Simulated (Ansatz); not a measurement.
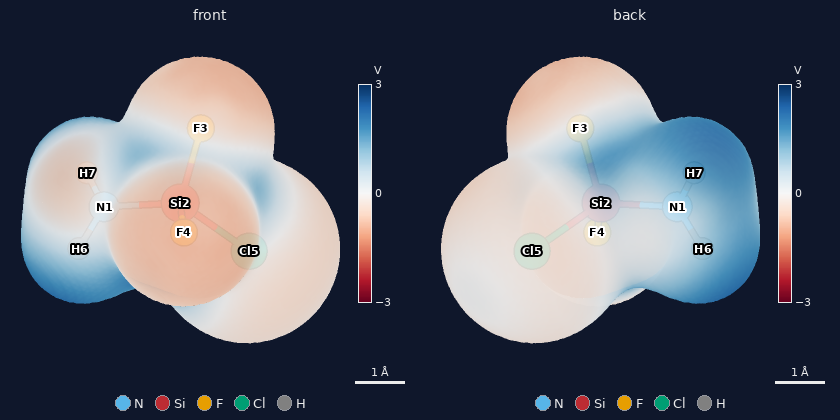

Figure. ClF$_{2}$H$_{2}$NSi (SMILES N[Si](F)(F)Cl). The molecular electrostatic potential painted on the density surface at 0.002 e/bohr³, seen from the front and from behind; the colour scale runs from red (negative) to blue (positive).

Theory: RKS B3LYP/def2-SVP in Ansatz 0.2.0.

```xyz
7

N    -0.7093    0.5495    0.6090
Si    0.3704   -0.4237   -0.2536
F     1.6431   -0.6994    0.6894
F    -0.3182   -1.8276   -0.6283
Cl    1.0742    0.3360   -2.0278
H    -1.6257    0.7986    0.2529
H    -0.3733    1.1985    1.3128
```

Where is the surface potential most negative and most positive?

The most negative region (about −0.9 V) lies over F3 and F4, the most positive (about +2.2 V) over Si2, H6 and H7.
